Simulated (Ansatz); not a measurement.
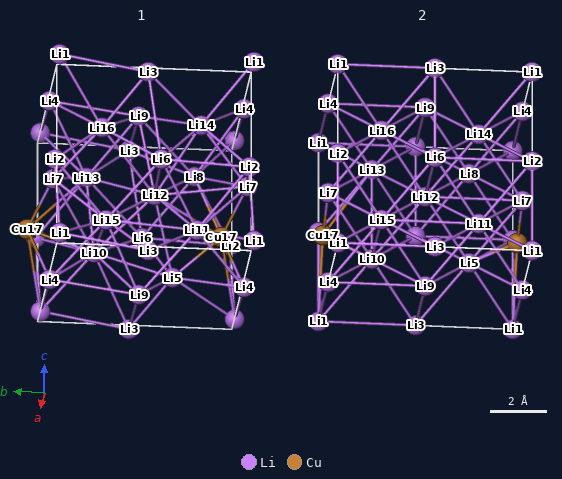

Two geometries of a defect cell of composition Li16Cu, drawn at one scale. One is the start of a relaxation, the other its converged end. Style: ball-and-stick. Shown: the cell of the calculation, reduced to other axes, from a free direction. Lengths and directions refer to the drawn axes.

These are results of DFT PBEsol, scalar-relativistic, plane waves, PAW in Ansatz, not measurements. Settings: plane-wave cutoff 420 eV; k-point mesh 4 × 4 × 4; occupations fermi dirac; smearing width 0.05 eV; no spin polarisation; atoms relaxed in a fixed cell; force threshold 0.03 eV/Å; at most 60 steps.

Question: Which of the two is the end point?

Answer: Structure 1 is the relaxed one. It is an interstitial Cu in bcc Li. The run prepares an end point of a later path (interstitial hop) calculation, from a guessed geometry. The atoms of the start lie slightly off their symmetric places, so part of the fall in energy undoes that. The atom that moves furthest is Li5 (0.79 Å roughly along [0 1 −1]). By element the largest moves are Li 0.79 Å, Cu 0.68 Å. The cell doesn't change. Near-neighbour distances that change, for instance: Li5–Li7 3.022 → 4.290 Å, Li12–Cu17 3.992 → 2.995 Å, Li11–Cu17 3.986 → 3.204 Å, Li10–Cu17 1.951 → 2.544 Å. Among the angles between lasting bonds that change: Li5–Cu17–Li7 102.0° → 137.6°, Li5–Li12–Li14 109.5° → 135.8°, Li1–Cu17–Li13 133.5° → 107.2°. The energy falls by 1.691 eV per cell of the calculation in 12 accepted moves (14 points after the start). Largest force component: 2.1 eV/Å at the start, 0.028 eV/Å at the end. The line search rejected the trial steps at points 7, 13 of the run. The forces were under the threshold at step 4, but the run went on from there. The run took 82 s on 4 threads of INTEL(R) XEON(R) PLATINUM 8581C CPU @ 2.10GHz (Emerald Rapids), with other jobs on the host, peak memory 1 GiB.

Limits of the set-up: the periodic images lie only 7.0 Å apart, so the values are limited by the cell's size.
